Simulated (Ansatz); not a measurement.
```
Zn H
1.0
     5.99316    0.00000    0.00000
     0.00000    5.99316    0.00000
     0.00000    0.00000    5.99316
Zn H
12 4
Direct
  0.50000 0.00000 0.00000
  0.00000 0.50000 0.00000
  0.00000 0.00000 0.50000
  0.50000 0.50000 0.50000
  0.25000 0.25000 0.25000
  0.75000 0.75000 0.25000
  0.75000 0.25000 0.75000
  0.25000 0.75000 0.75000
  0.75000 0.25000 0.25000
  0.25000 0.75000 0.25000
  0.25000 0.25000 0.75000
  0.75000 0.75000 0.75000
  0.00000 0.00000 0.00000
  0.50000 0.50000 0.00000
  0.50000 0.00000 0.50000
  0.00000 0.50000 0.50000
```

Space group Fm-3m; a generated structure, not necessarily the stable one; computed pressure about −5 GPa in this cell.

Theory: Kohn-Sham DFT of a periodic cell, PBEsol, Ansatz PAW (Ansatz 0.2.0).

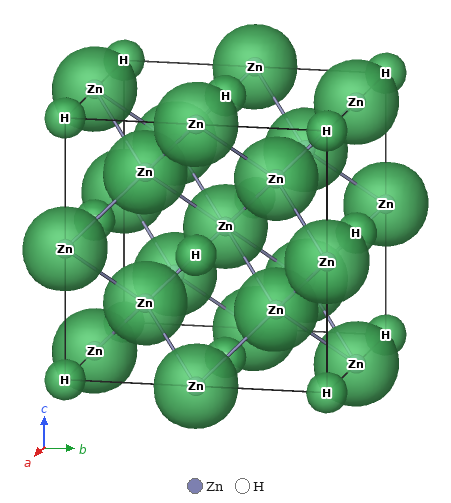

Zn₃H. Isosurface of the valence charge density (pseudo) at 0.4 e/Å³ (green), seen slightly off an axis. Sticks mark near contacts.

### How is the density connected at this value?

At this value the density breaks into separate islands; it holds about 80 % of the electrons treated as valence. It bridges none of the near contacts. It is pinched off along the sampled Zn–Zn (2.60 Å) and Zn–H (2.60 Å) contacts. On the grid the lowest density along these lines, outside the cores, is 0.25 e/Å³ (Zn–Zn, 2.60 Å) and 0.12 e/Å³ (Zn–H, 2.60 Å).
